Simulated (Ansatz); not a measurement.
PtRhC₆N₆ (space group Fm-3m, No. 225): the geometry relaxed with Ansatz, DFT PBE, scalar-relativistic, plane waves, PAW; the starting structure was generated, so it need not be a known form of this composition.

```xyz
56
Lattice="10.4909 0.0000 0.0000 0.0000 10.4909 0.0000 0.0000 0.0000 10.4909" Properties=species:S:1:pos:R:3 pbc="T T T"
Rh    0.0000    0.0000    0.0000
Pt    5.2455    0.0000    0.0000
C     2.0100    0.0000    0.0000
C     5.2455    7.2554    0.0000
C     5.2455    0.0000    7.2554
C     8.4810    0.0000    0.0000
C     5.2455    3.2355    0.0000
C     0.0000    0.0000    8.4810
N     3.1733    0.0000    0.0000
N     5.2455    8.4188    0.0000
N     5.2455    0.0000    8.4188
N     7.3176    0.0000    0.0000
N     5.2455    2.0721    0.0000
N     0.0000    0.0000    7.3176
Rh    0.0000    5.2455    5.2455
Pt    5.2455    5.2455    5.2455
C     2.0100    5.2455    5.2455
C     5.2455    2.0100    5.2455
C     5.2455    5.2455    2.0100
C     8.4810    5.2455    5.2455
C     5.2455    8.4810    5.2455
C     0.0000    5.2455    3.2355
N     3.1733    5.2455    5.2455
N     5.2455    3.1733    5.2455
N     5.2455    5.2455    3.1733
N     7.3176    5.2455    5.2455
N     5.2455    7.3176    5.2455
N     0.0000    5.2455    2.0721
Rh    5.2455    0.0000    5.2455
Pt    0.0000    0.0000    5.2455
C     7.2554    0.0000    5.2455
C     0.0000    7.2554    5.2455
C     0.0000    0.0000    2.0100
C     3.2355    0.0000    5.2455
C     0.0000    3.2355    5.2455
C     5.2455    0.0000    3.2355
N     8.4188    0.0000    5.2455
N     0.0000    8.4188    5.2455
N     0.0000    0.0000    3.1733
N     2.0721    0.0000    5.2455
N     0.0000    2.0721    5.2455
N     5.2455    0.0000    2.0721
Rh    5.2455    5.2455    0.0000
Pt    0.0000    5.2455    0.0000
C     7.2554    5.2455    0.0000
C     0.0000    2.0100    0.0000
C     0.0000    5.2455    7.2554
C     3.2355    5.2455    0.0000
C     0.0000    8.4810    0.0000
C     5.2455    5.2455    8.4810
N     8.4188    5.2455    0.0000
N     0.0000    3.1733    0.0000
N     0.0000    5.2455    8.4188
N     2.0721    5.2455    0.0000
N     0.0000    7.3176    0.0000
N     5.2455    5.2455    7.3176
```

Bonds are taken as C–N below 1.3 Å, C–Rh below 2.3 Å and N–Pt below 2.3 Å; no other contact counts. The graph is simplified in the usual way: terminal and isolated atoms are pruned, two-connected atoms become edges.

What net does this leave?

The result is a uninodal 6-connected, three-periodic net: Rh and Pt are 6-connected nodes. C and N become part of the edges. It is the pcu net, known from NaCl, ReO3 and the B-X framework of perovskite. It is a single net, without interpenetration.

```json
{"node": "Rh and Pt", "links": "6", "point symbol": "4¹²·6³", "coordination sequence": "6 18 38 66 102"}
```

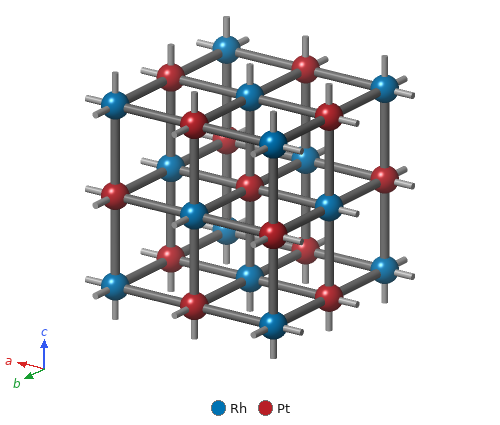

Nodes are coloured by element. Short stubs are edges that leave the cut-out.
